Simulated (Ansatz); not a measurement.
## COW: one change and its effect

System: COW, charge +2, multiplicity 3.
Method of run 1: UKS PBE0-D4/def2-TZVPP (Ansatz 0.2.0).

The geometry comes from this level: PBE0-D4/def2-TZVPP. Text and figures count atoms from 1; the logs count them from 0 in places.

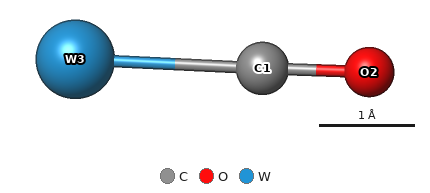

**Figure 1.** The input geometry (ball-and-stick view, seen at a tilt; atoms are numbered from 1 in the order of the input). Sticks mark near contacts.

## The input, run 1
```yaml
crystal:
  periodic: [false, false, false]
  atoms:
    - { symbol: C, position_ang: [-0.00732239, 2.377e-05, -0.28309573] }
    - { symbol: O, position_ang: [0.00470079, -1.515e-05, -1.41178405] }
    - { symbol: W, position_ang: [0.0026216, -8.62e-06, 1.69486978] }
magnetization:
  spin_polarized: true
  initial_magnetization: 2
total_charge: 2
basis:
  gaussian: { orbitals: def2-TZVPP }
hamiltonian:
  xc: pbe0
  dispersion: d4
```

Launched with:
```bash
ansatz run input.yaml --threads 4 --pin off --max-ram 10240MiB --backend cpu --events-out ev --progress --plain --runs-dir out
```

Hardware: 4 threads of Arm Neoverse V2, 24 GiB of memory available, shared host.

## Output (run 1)
```
Engine: ansatz 0.2.0, aarch64-unknown-linux-gnu
Functional definition: PBE0
  parameter a = 0.25
  parameter kappa = 0.804
  parameter beta = 0.06672455060314922
  exchange = (1 - a)*pbe_x(kappa = kappa, mu = beta*pi^2/3) + a*exact_x
  correlation = pbe_c(beta = beta)
731 factors; their error is unknown
mean field evaluation 1: about -4791.6010 eV, gradient 1.2e2 eV
mean field evaluation 2: about -3907.5848 eV, gradient 2.5e2 eV
mean field evaluation 4: about -4875.1654 eV, gradient 3.1e1 eV
mean field evaluation 8: about -4880.0694 eV, gradient 1.6e0 eV
mean field evaluation 16: about -4880.2669 eV, gradient 5.6e-1 eV
mean field evaluation 32: about -4880.6040 eV, gradient 2.0e-2 eV
mean field evaluation 64: about -4880.5759 eV, gradient 2.5e0 eV
mean field evaluation 96: about -4880.6044 eV, gradient 2.3e-2 eV
mean field evaluation 128: about -4880.6046 eV, gradient 1.1e-3 eV
mean field evaluation 160: about -4880.6047 eV, gradient 6.6e-5 eV
mean field evaluation 192: about -4880.6046 eV, gradient 4.2e-2 eV
mean field evaluation 224: about -4880.6047 eV, gradient 4.5e-4 eV
mean field evaluation 256: about -4880.5920 eV, gradient 1.3e0 eV
mean field evaluation 288: about -4880.5382 eV, gradient 3.9e0 eV
mean field evaluation 320: about -4880.6042 eV, gradient 3.9e-4 eV
mean field evaluation 352: about -4880.6046 eV, gradient 7.5e-2 eV
mean field evaluation 384: about -4880.5576 eV, gradient 7.0e-2 eV
mean field evaluation 416: about -4880.6022 eV, gradient 6.6e-1 eV
mean field evaluation 448: about -4880.6042 eV, gradient 1.4e-1 eV
mean field evaluation 480: about -4880.6047 eV, gradient 2.6e-2 eV
mean field -4880.60472310 eV, -179.3589153812 hartree, gradient 4.4e-8 eV, S^2 2.820526; 9 other end points of the search recorded, 0 dependent functions left out
reference -4880.60474665 eV, -179.3589162468 hartree; 14, 12 occupied and 104, 106 virtual orbitals, 731 factors
Total energy: -4880.63973174 eV, -179.3602019249 hartree
```

For run 2 the input was changed thus:
```diff
-  xc: pbe0
+  xc: { name: B3LYP }
```

Predict how the results change.

The total energies belong to different methods, so their difference says nothing on which is more stable or more accurate. The functional changes from PBE0 to B3LYP. On the same kind of shared host run 2 took about 0.53 times as long.

## Output (run 2)
```
Engine: ansatz 0.2.0, aarch64-unknown-linux-gnu
Functional definition: B3LYP
  parameter a0 = 0.2
  parameter ax = 0.72
  parameter ac = 0.81
  exchange = (1 - a0 - ax)*slater_x + ax*b88_x + a0*exact_x
  correlation = (1 - ac)*vwn_rpa_c + ac*lyp_c
711 factors; their error is unknown
mean field evaluation 1: about -4789.7306 eV, gradient 1.3e2 eV
mean field evaluation 2: about -3902.1654 eV, gradient 2.5e2 eV
mean field evaluation 4: about -4877.3192 eV, gradient 3.8e1 eV
mean field evaluation 8: about -4884.3341 eV, gradient 1.6e0 eV
mean field evaluation 16: about -4884.4820 eV, gradient 3.8e-1 eV
mean field evaluation 32: about -4883.9386 eV, gradient 7.3e0 eV
mean field evaluation 64: about -4884.6905 eV, gradient 2.0e0 eV
mean field evaluation 96: about -4884.7968 eV, gradient 5.8e-1 eV
mean field evaluation 128: about -4884.7986 eV, gradient 5.5e-3 eV
mean field evaluation 160: about -4884.7438 eV, gradient 3.0e-4 eV
mean field evaluation 192: about -4884.7987 eV, gradient 1.4e-4 eV
mean field evaluation 224: about -4884.7981 eV, gradient 3.5e-2 eV
mean field evaluation 256: about -4884.7984 eV, gradient 1.8e-3 eV
mean field evaluation 288: about -4884.7977 eV, gradient 3.8e-1 eV
mean field evaluation 320: about -4884.7986 eV, gradient 1.0e-3 eV
mean field -4884.79868365 eV, -179.5130405887 hartree, gradient 9.6e-6 eV, S^2 2.812550; 16 other end points of the search recorded, 0 dependent functions left out
reference -4884.79887042 eV, -179.5130474525 hartree; 14, 12 occupied and 104, 106 virtual orbitals, 711 factors
Total energy: -4884.86877019 eV, -179.5156162215 hartree
```

## The two runs side by side

```tsv
quantity	run 1	run 2
outcome	converged	converged
total energy (hartree)	−179.360202	−179.515616
⟨S²⟩	2.821	2.813
basis functions	118	118
wall time (shared host)	3 min	95 s
```

For run 1: ⟨S²⟩ is 2.82 against 2.00 for a pure state: the solution is spin-contaminated. For run 2: ⟨S²⟩ is 2.81 against 2.00 for a pure state: the solution is spin-contaminated.
